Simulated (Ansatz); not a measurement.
# Force difference against the radius of support functions in CdSe(11-20)/C(110) interface (60 atoms)

The cell holds 60 atoms: 6 Cd, 6 Se and 48 C. Cell: a = 7.010 Å, b = 7.448 Å, c = 12.063 Å, α = 90.0°, β = 90.0°, γ = 90.0°. It derives from CdSe and C. Wurtzite CdSe(11-20), 3 repeat layers, 1 surface cells, strained +0.00 and -0.00 %; diamond-structure C(110), 4 layers, 6 cells, -1.74 and -1.57 %; outer planes 1.94 Å apart and 1.99 Å at the second interface of the periodic stack; not relaxed, displaced by a Gaussian of 0.02 Å. Regions: CdSe, 12 atoms (6 Cd and 6 Se); C, 48 atoms (48 C).

Calculated with Ansatz 0.2.0: Kohn-Sham DFT, PBE, PAW (set soft_2, large core), localised support functions (medium), with the radius typed; the reference is Kohn-Sham DFT, PBE, PAW (set soft_2, large core), plane waves, cutoff 750 eV, k-mesh 2×2×1, gaussian smearing of 0.05 eV, with an r.m.s. force component of 1.49 eV/Å.

| radius (Å) | r.m.s. force difference (meV/Å) | time |
| --- | --- | --- |
| 3.15 | 7.028 | 2.1 min |
| 3.41 | ? | ? |
| 3.64 | 1.215 | 2.8 min |
| 3.9 | 0.596 | 3.6 min |
| 4.38 | 0.284 | 5.4 min |

Task: Fit a power law of the radius to the rows given and interpolate to the withheld row.

Worked fit:

A power law y = A x^b is a line in u = ln x and v = ln y.

```
u = ln x   v = ln y
 1.14740    1.94990
 1.29198   0.194744
 1.36098  -0.517515
 1.47705   -1.25878
```

With n = 4: mean u = 1.31935, mean v = 0.0920876, Σ(u − ū)² = 0.056917, Σ(u − ū)(v − v̄) = -0.56066. Slope b = -0.56066 / 0.056917 = -9.8506; intercept a = v̄ − b ū = 13.089.

At the withheld row u = 1.227, v = a + b u = 1.005, and y = exp(v).

Prediction at 3.41: 2.731 meV/Å. The run gave 2.815 meV/Å, so the fit is low by 0.084 meV/Å (3.0 % of the value).

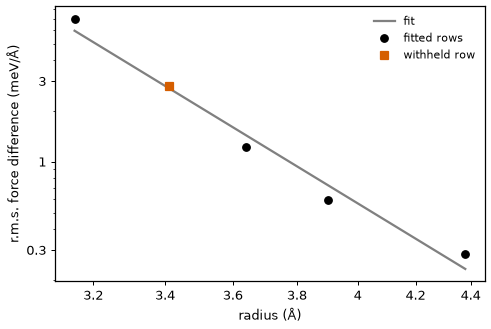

The fit, the rows that it rests on and the withheld row.

The fitted exponent is -9.9. Between neighbouring rows, the withheld one included, the exponents are -12, -13, -10 and -6.4, so one power law doesn't hold over the range. Among the rows given, the largest relative miss of the fit is at 3.9, by 0.13 meV/Å (22 %).

Limits: The difference holds the reference's own basis error, which sets a floor under it.

[Logs are printed without paths, hosts, clocks, repeated set-up lines and the standing remarks that a program may print on its own settings, such as how far it seeks lower states.]

[Hosts, paths, dates, database ids (printed as entryN), source tags and the programs' standing remarks are cut or masked in the printed files.]
